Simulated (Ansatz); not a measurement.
Breaking the O2–H3 bond in HLiO (SMILES [Li][OH]) (multiplicity 1 held, fragments rigid). Energies count from the point at 0.951 Å.
Geometry at that point (charge 0, multiplicity 1):
```xyz
3

Li     0.000     0.000    -1.259
O      0.000     0.000     0.314
H      0.000     0.000     1.265
```

R- and RO- levels are restricted; in cc, def2 and unpolarised 6-31G sets they are followed outwards from rest. Unrestricted levels (U-) break spin symmetry where that is lower. Full CI gives the lowest state of the spin. Levels need not reach the same state.

Correlated levels freeze the cores.

The values were computed with Ansatz (a program for electronic structure). Each number belongs to the level named beside it.

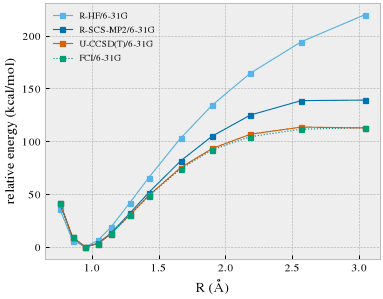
Figure: Relative energy along the coordinate

Question: Order the other curves in the same basis by their non-parallelity to FCI/6-31G (largest less smallest deviation, whatever its cause), smallest first.

Answer: U-CCSD(T)/6-31G (2.7 kcal/mol), R-SCS-MP2/6-31G (27.3 kcal/mol), R-HF/6-31G (113.0 kcal/mol)

Question: Read off the R-HF/6-31G curve at R = 1.665.

Answer: about 100 kcal/mol

Doubts at one or more of the structures used: a restricted determinant that unrestricted orbitals would lower (R-HF/6-31G, R-SCS-MP2/6-31G); a spin-contaminated determinant (U-CCSD(T)/6-31G); T1 above 0.05 (U-CCSD(T)/6-31G).
